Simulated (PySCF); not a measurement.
**C₇H₈S: a changed input and its effect**

System: C₇H₈S (p-toluenethiol).
Method of run 1: GIAO PBE0/pcSseg-1 NMR shielding, non-relativistic, IEF-PCM cyclohexane (PySCF 2.14.0).

The geometry comes from this level: PBE0-D3(BJ)/def2-SVP. Text and figures count atoms from 1; the logs count them from 0 in places.

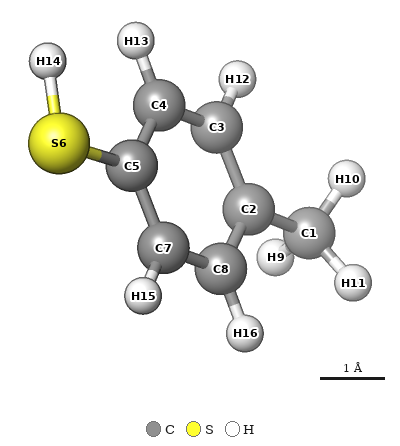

**Figure 1.** The structure (ball-and-stick view, seen at a tilt; atoms are numbered from 1 in the order of the input). Bond lengths as drawn: C–C 1.39 to 1.50 Å, C–H 1.09 to 1.10 Å, C–S 1.77 Å and H–S 1.35 Å.

Input file, run 1:
```
{"job": {"kind": "nmr", "xc": "PBE0", "basis": "pcSseg-1", "solvent": "cyclohexane", "pop": false}, "charge": 0, "multiplicity": 1}
C     -2.521675    -0.061761     0.340965
C     -1.038105    -0.026448     0.115956
C     -0.154088     0.318511     1.143443
C      1.224649     0.323805     0.951506
C      1.763649    -0.019554    -0.292550
S      3.498422    -0.037692    -0.627693
C      0.890918    -0.363365    -1.332003
C     -0.484151    -0.363649    -1.124570
H     -2.853246    -1.067943     0.648739
H     -2.826337     0.638276     1.132452
H     -3.074843     0.196804    -0.573905
H     -0.551829     0.594041     2.124302
H      1.883282     0.601660     1.778228
H      3.899222     0.341779     0.602794
H      1.291624    -0.629542    -2.313392
H     -1.145089    -0.632429    -1.953499
```

The first line tells a small driver script what to run in PySCF; the rest is the geometry in Å.

Hardware: 1 CPU thread, shared host.

Output (run 1):
```
coarse grid: 14192 points
cycle   1  E = -669.1506297154  dE =  1.187e+00  |g| = 3.548e-01  |ddm| = 3.960e+00
cycle   2  E = -669.1519167023  dE = -1.287e-03  |g| = 3.645e-01  |ddm| = 8.767e-01
cycle   3  E = -669.1869912786  dE = -3.507e-02  |g| = 6.302e-02  |ddm| = 4.168e-01
cycle   4  E = -669.1877640117  dE = -7.727e-04  |g| = 3.743e-02  |ddm| = 1.041e-01
cycle   5  E = -669.1881273793  dE = -3.634e-04  |g| = 8.287e-03  |ddm| = 4.222e-02
cycle   6  E = -669.1881454781  dE = -1.810e-05  |g| = 1.643e-03  |ddm| = 1.137e-02
cycle   7  E = -669.1881459819  dE = -5.038e-07  |g| = 4.757e-04  |ddm| = 1.678e-03
final grid: 133184 points
cycle   8  E = -669.2381164740  dE = -2.797e-05  |g| = 8.508e-03  |ddm| = 4.996e-02
cycle   9  E = -669.2381092485  dE =  7.225e-06  |g| = 9.940e-03  |ddm| = 2.101e-02
cycle  10  E = -669.2381360350  dE = -2.679e-05  |g| = 6.361e-04  |ddm| = 1.189e-02
cycle  11  E = -669.2381361219  dE = -8.697e-08  |g| = 2.316e-04  |ddm| = 7.772e-04
cycle  12  E = -669.2381361347  dE = -1.279e-08  |g| = 6.830e-05  |ddm| = 2.675e-04
cycle  13  E = -669.2381361359  dE = -1.149e-09  |g| = 2.308e-05  |ddm| = 8.791e-05
cycle  14  E = -669.2381361360  dE = -1.378e-10  |g| = 4.720e-06  |ddm| = 2.505e-05
converged SCF energy = -669.2381361360

GIAO shielding tensors (ppm)
atom      isotropic    diamagn.    paramagn.     s11        s22        s33       span
  0 C      162.246     243.865     -81.619    142.594    155.837    188.306     45.711
  1 C       45.761     261.044    -215.284    -55.842     15.552    177.573    233.415
  2 C       49.063     252.571    -203.509    -55.449     43.685    158.953    214.402
  3 C       52.783     252.833    -200.050    -47.644     55.740    150.251    197.895
  4 C       46.063     263.302    -217.239    -48.783     33.100    153.872    202.655
  5 S      511.492    1053.835    -542.343    329.253    402.532    802.691    473.437
  6 C       53.971     251.640    -197.669    -50.526     46.874    165.565    216.091
  7 C       49.116     251.957    -202.841    -56.080     42.104    161.324    217.404
  8 H       28.710      27.245       1.465     25.409     25.771     34.951      9.542
  9 H       29.117      28.267       0.850     24.245     28.458     34.648     10.403
 10 H       29.047      28.074       0.973     24.180     28.276     34.685     10.504
 11 H       24.107      32.499      -8.392     20.463     23.737     28.122      7.659
 12 H       24.200      32.791      -8.592     19.877     23.867     28.855      8.978
 13 H       27.482      28.516      -1.034     20.502     26.573     35.372     14.870
 14 H       24.081      30.975      -6.895     19.798     23.543     28.901      9.103
 15 H       24.018      32.166      -8.148     20.358     23.713     27.983      7.626
```

The input of run 2 differs as follows (lines with − go, lines with + come):
```diff
-"solvent": "cyclohexane"
-"pop": false
+"solvent": "chloroform"
+"pop": true
```

Predict how the results change.

The total energy of run 2 is 1.7 kcal/mol lower: the change of the electrostatic solvation energy at this fixed geometry, without cavity or dispersion terms. The dipole moment goes from 1.71 to 1.88 D. Of all shieldings, the largest change is that of S6, by +7.1 ppm. The SCF takes 13 iterations against 14.

Output (run 2):
```
coarse grid: 14192 points
cycle   1  E = -669.1547999174  dE =  1.183e+00  |g| = 3.486e-01  |ddm| = 3.959e+00
cycle   2  E = -669.1577559414  dE = -2.956e-03  |g| = 3.501e-01  |ddm| = 8.188e-01
cycle   3  E = -669.1899069083  dE = -3.215e-02  |g| = 5.907e-02  |ddm| = 3.801e-01
cycle   4  E = -669.1905675745  dE = -6.607e-04  |g| = 3.555e-02  |ddm| = 9.532e-02
cycle   5  E = -669.1908953471  dE = -3.278e-04  |g| = 7.319e-03  |ddm| = 3.886e-02
cycle   6  E = -669.1909092342  dE = -1.389e-05  |g| = 1.531e-03  |ddm| = 9.863e-03
cycle   7  E = -669.1909096696  dE = -4.353e-07  |g| = 4.614e-04  |ddm| = 1.528e-03
final grid: 133184 points
cycle   8  E = -669.2408613012  dE = -2.842e-05  |g| = 8.419e-03  |ddm| = 5.034e-02
cycle   9  E = -669.2408558493  dE =  5.452e-06  |g| = 9.574e-03  |ddm| = 2.014e-02
cycle  10  E = -669.2408805295  dE = -2.468e-05  |g| = 5.465e-04  |ddm| = 1.098e-02
cycle  11  E = -669.2408805904  dE = -6.094e-08  |g| = 2.051e-04  |ddm| = 6.304e-04
cycle  12  E = -669.2408806002  dE = -9.730e-09  |g| = 5.428e-05  |ddm| = 2.129e-04
cycle  13  E = -669.2408806008  dE = -6.512e-10  |g| = 2.322e-05  |ddm| = 7.314e-05
converged SCF energy = -669.2408806008

GIAO shielding tensors (ppm)
atom      isotropic    diamagn.    paramagn.     s11        s22        s33       span
  0 C      162.502     243.851     -81.349    143.078    155.890    188.537     45.459
  1 C       45.055     261.119    -216.064    -56.490     13.933    177.723    234.213
  2 C       48.825     252.515    -203.691    -55.691     42.586    159.578    215.269
  3 C       52.470     252.654    -200.184    -47.937     53.781    151.566    199.503
  4 C       46.528     263.484    -216.956    -48.715     34.539    153.760    202.476
  5 S      518.542    1054.003    -535.461    338.037    408.852    808.737    470.699
  6 C       53.805     251.642    -197.837    -50.744     46.375    165.783    216.527
  7 C       48.983     251.827    -202.844    -56.139     41.199    161.889    218.028
  8 H       28.690      27.177       1.513     25.375     25.742     34.953      9.578
  9 H       29.068      28.204       0.865     24.178     28.394     34.633     10.455
 10 H       29.004      28.011       0.993     24.118     28.224     34.669     10.550
 11 H       24.004      32.460      -8.456     20.329     23.675     28.009      7.679
 12 H       24.068      32.684      -8.616     19.700     23.788     28.716      9.016
 13 H       27.176      28.266      -1.090     20.154     26.118     35.257     15.102
 14 H       24.006      30.990      -6.985     19.699     23.493     28.824      9.125
 15 H       23.928      32.121      -8.192     20.231     23.665     27.888      7.657
```

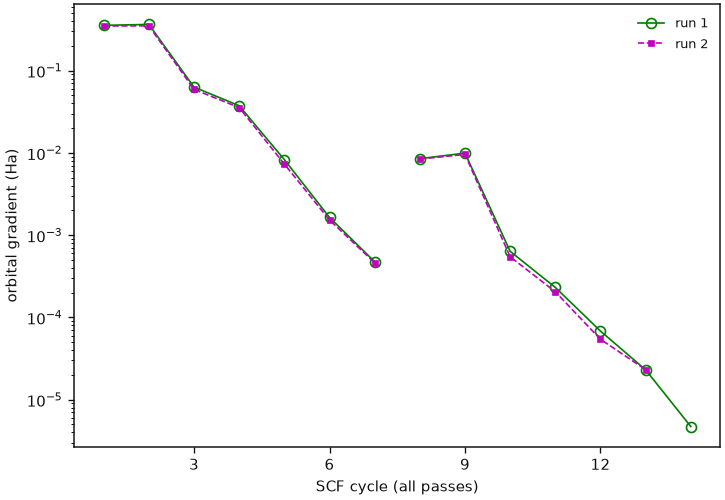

**Figure 2.** Convergence of the two runs: orbital gradient against the SCF cycle. A break in a curve parts two SCF passes (coarse and final grid). Run 1 takes 14 cycles in all, and run 2 takes 13.

The two runs side by side:

```tsv
quantity	run 1	run 2
outcome	converged	converged
total energy (hartree)	−669.238136	−669.240881
HOMO (eV)	−6.20	−6.23
LUMO (eV)	−0.33	−0.34
dipole moment (D)	1.71	1.88
shielding of C1 (ppm)	162.2	162.5
shielding of C2 (ppm)	45.8	45.1
shielding of C3 (ppm)	49.1	48.8
shielding of C4 (ppm)	52.8	52.5
shielding of C5 (ppm)	46.1	46.5
shielding of S6 (ppm)	511.5	518.5
shielding of H14 (ppm)	27.5	27.2
SCF iterations	14	13
basis functions	183	183
wall time (shared host)	20 s	21 s
```
